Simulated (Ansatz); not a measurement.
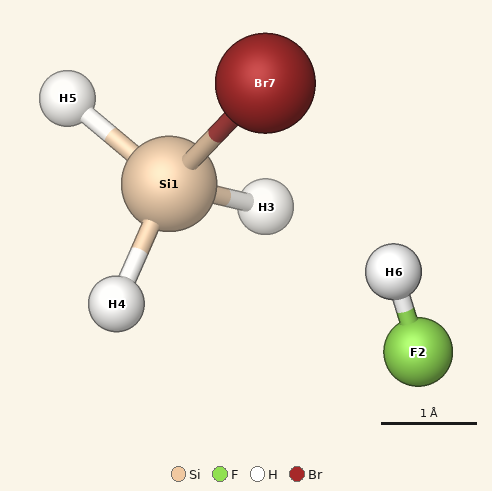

Figure 1. The input geometry (ball-and-stick view, seen at a tilt; atoms are numbered from 1 in the order of the input). Bond lengths as drawn: Br–Si 2.24 Å, F–H 0.93 Å and H–Si 1.48 Å.

**Single-point calculation of SiH4BrF**

- system: SiH4BrF
- method: RKS PBE0-D4/def2-TZVPP (Ansatz 0.2.0)

The geometry is the product side of a reaction. The reaction was set up to form Si1–Br7 and F2–H6 and to break Si1–F2 and H6–Br7 (atoms counted from 1 in the order of the input); sticks are drawn by distance alone. The geometry comes from this level: PBE0-D4/def2-TZVP.

## What the program printed
```
Functional definition: PBE0
  name "PBE0"
  cite "Adamo & Barone, J. Chem. Phys. 110, 6158 (1999) doi:10.1063/1.478522"
  cite "Perdew, Burke & Ernzerhof, Phys. Rev. Lett. 77, 3865 (1996) doi:10.1103/PhysRevLett.77.3865"
  parent pbe
  parameter a = 0.25
  parameter kappa = 0.804
  parameter beta = 0.06672455060314922
  exchange = (1 - a)*pbe_x(kappa = kappa, mu = beta*pi^2/3) + a*exact_x
  correlation = pbe_c(beta = beta)
1096 factors; their error is unknown
mean field evaluation 1: about -80692.5388 eV, gradient 3.3e1 eV
mean field evaluation 2: about -80691.1254 eV, gradient 4.8e1 eV
mean field evaluation 4: about -80694.1408 eV, gradient 4.4e-1 eV
mean field evaluation 8: about -80694.6012 eV, gradient 4.2e-1 eV
mean field evaluation 16: about -80694.6013 eV, gradient 1.8e-5 eV
mean field -80694.60129998 eV, -2965.4719010089 hartree, gradient 1.8e-5 eV, S^2 0.000000; 0 other end points of the search recorded, 0 dependent functions left out
reference -80694.60132707 eV, -2965.4719020046 hartree; 31, 31 occupied and 146, 146 virtual orbitals, 1096 factors
Total energy: -80694.69812361 eV, -2965.4754592116 hartree
```

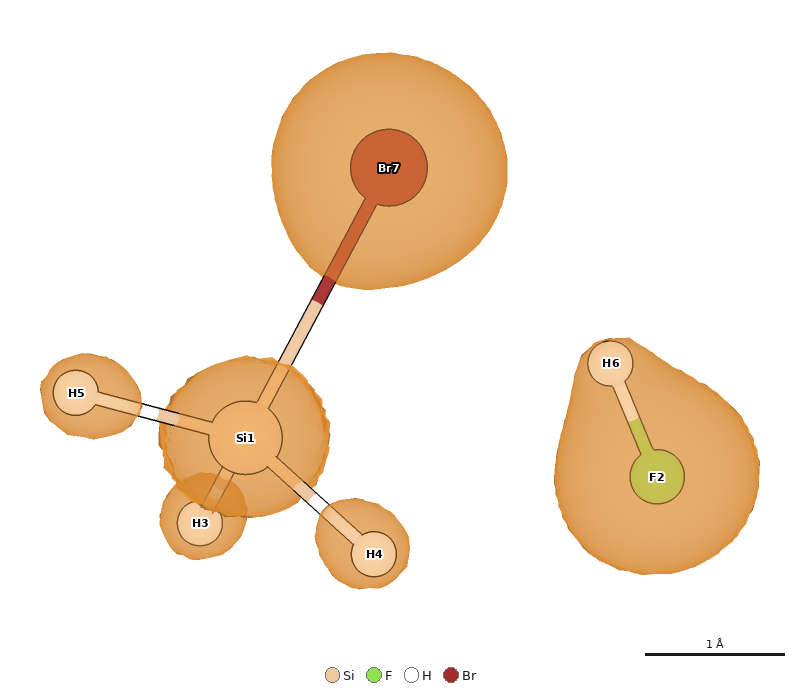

Figure 2. Isosurface of the total electron density at 1 e/Å³ (orange), seen at a tilt. At this value the surface falls into six separate pieces. It is pinched off along the Br···H (2.40 Å), Si–Br (2.24 Å) and Si–H (1.48 Å) contacts. On the grid the lowest density along these lines, outside the cores, is 0.13 e/Å³ (Br···H, 2.40 Å), 0.57 e/Å³ (Si–Br, 2.24 Å), 2.4 e/Å³ (F–H, 0.93 Å) and 0.84 e/Å³ (Si–H, 1.48 Å).

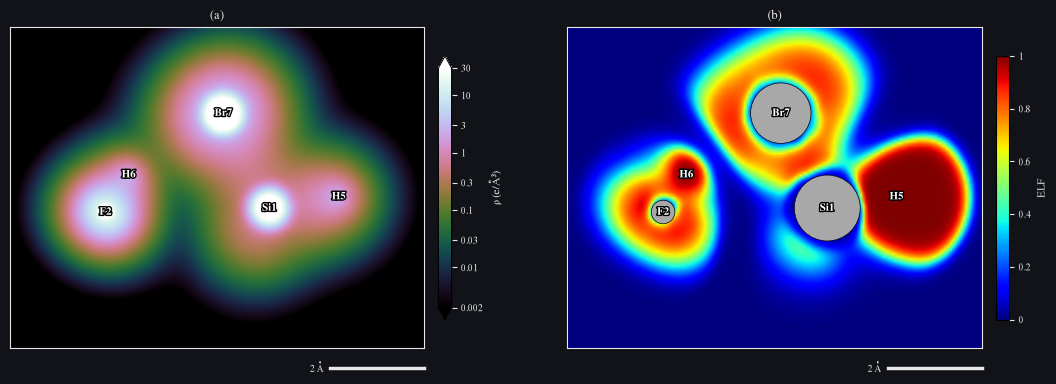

Figure 3. (a) electron density; (b) ELF on the plane of atoms H5, Si1 and Br7. Grey discs, where drawn, cover atomic cores. Si–Br (2.24 Å): ρ is about 0.75 e/Å³ halfway; the ELF peaks at about 0.85 between the atoms (a shared but strongly polarised pair). F–H (0.93 Å): ρ is about 4.7 e/Å³ halfway, with its minimum of 2.4 e/Å³ about 0.8 Å from F; the ELF climbs to about 1 towards the hydrogen, as it does in any bond to H; a covalent bond by its length. Si–H (1.48 Å): ρ at the midpoint is about 0.84 e/Å³; the ELF climbs to about 1 towards the hydrogen.

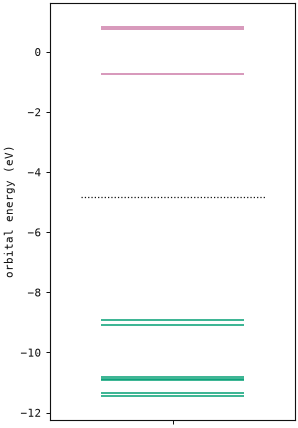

Figure 4. Orbital energies near the frontier; the dotted line parts filled from empty levels, and levels within 0.02 eV of each other stand side by side. Highest filled −8.93 eV, lowest empty −0.74 eV, 8.19 eV apart.

This output came from the following input.

## The input
```yaml
crystal:
  periodic: [false, false, false]
  atoms:
    - {symbol: Si, position_ang: [-0.984261, 0.036711, -0.190842]}
    - {symbol: F, position_ang: [2.236651, -0.779816, 0.860594]}
    - {symbol: H, position_ang: [-0.642392, -1.274154, -0.780298]}
    - {symbol: H, position_ang: [-0.995399, -0.008689, 1.285778]}
    - {symbol: H, position_ang: [-2.264612, 0.550880, -0.724532]}
    - {symbol: H, position_ang: [2.048241, -0.018947, 0.361867]}
    - {symbol: Br, position_ang: [0.601873, 1.493916, -0.812567]}
basis:
  gaussian: {orbitals: def2-TZVPP}
hamiltonian: {xc: pbe0, dispersion: d4}
output: {orbitals: {seedname: orbitals}}
```

Command:
```bash
ansatz run in.yaml --threads 4 --pin off --events-out ev --progress --plain --max-ram 9574MiB
```

## Key numbers

- outcome: converged
- total energy: −80694.6981 eV
- mean-field energy: −80694.6013 eV
- dispersion energy: −0.0968 eV
- SCF solution under orbital rotations: stable
- HOMO: −8.93 eV
- LUMO: −0.74 eV
- hardware: 4 threads of Intel Xeon @ 2.50GHz, 180 GiB of memory available, shared host
- wall time: 3 s (CPU time 10 s)
- peak memory: 0.41 GiB
